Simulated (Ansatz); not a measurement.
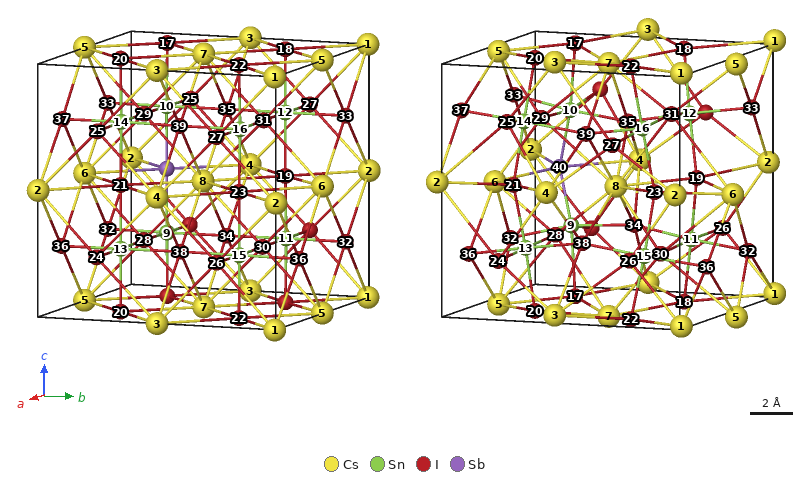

Two geometries of a defect cell of composition Cs8Sn8I23Sb (cell charge −1), drawn at one scale. One is the start of a relaxation, the other its converged end. A ball-and-stick model of the cell of the calculation, seen slightly off an axis.

Computed with Ansatz 0.2.0, DFT, PBEsol, PAW, plane waves. Set-up: plane-wave cutoff 420 eV; k-point mesh 1 × 1 × 1; mesh shifted by (0.25, 0.25, 0.25); collinear spin; atoms relaxed in a fixed cell; force threshold 0.03 eV/Å; at most 80 steps.

Q: Which one is relaxed?

A: The right one is the relaxed one. The largest move is that of Cs4, 0.75 Å roughly along [0 −3 1]. By element the largest moves are Cs 0.75 Å, Sb 0.72 Å, I 0.64 Å, Sn 0.36 Å. The cell stays as it was. Among the contacts that change: Cs4–I23 4.327 → 5.489 Å, Cs4–I19 4.346 → 5.448 Å, Cs7–I38 4.345 → 5.411 Å, Cs5–I22 4.370 → 5.389 Å. Among the angles between lasting bonds that change: Sn9–Sb40–Sn10 178.7° → 150.5°, Cs4–I38–Sn15 90.2° → 112.4°, Sn14–I39–Sn16 178.8° → 157.5°. After 23 geometry steps the energy has fallen by 0.617 eV per cell of the calculation. The largest force component goes from 0.91 to 0.025 eV/Å. The forces were under the threshold at step 6, but the run went on from there. Cost: 30 s on 1 × NVIDIA GB200 with 8 threads of Arm Neoverse-V2, peak memory 2.4 GiB.

Limits of the set-up: the cell is charged, on a uniform background, and energies carry no finite-size correction.
